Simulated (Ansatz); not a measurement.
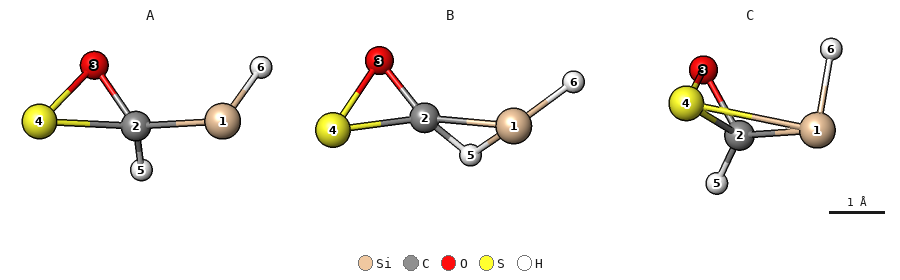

3 geometries from one relaxation of CH₂OSSi, in shuffled order. The picture is a ball-and-stick view, seen at a tilt.

The run prepares an end point of a later path (hydrogen shift) calculation, from a guessed geometry.

Level of theory: Ansatz, RKS B3LYP-D4/def2-SVP. Set-up: no spin polarisation; force threshold 0.02 eV/Å; at most 50 steps.

Q: Order the frames from highest to lowest energy.

A: B, A, C. They are steps 0, 8, 20, at +4.651 eV, +0.603 eV relative to the last. The largest move after the best rigid fit is that of H5, 1.34 Å. By element the largest moves are H 1.34 Å, S 1.25 Å, C 0.57 Å, O 0.54 Å, Si 0.27 Å. Some distances before and after: Si1–H5 1.274 → 2.778 Å, Si1–S4 3.305 → 2.440 Å, Si1–C2 1.770 → 1.940 Å, C2–S4 1.740 → 1.830 Å. Bonds break: Si1–H5 (1.27 → 2.78 Å). Bond angles that change, for instance: Si1–C2–H5 45.6° → 129.8°, Si1–C2–S4 140.6° → 80.6°, O3–C2–H5 154.2° → 115.6°. The energy falls by 4.651 eV in 19 accepted moves (20 points after the start). The largest force component goes from 11 to 0.014 eV/Å. The line search rejected the trial step at point 10 of the run.
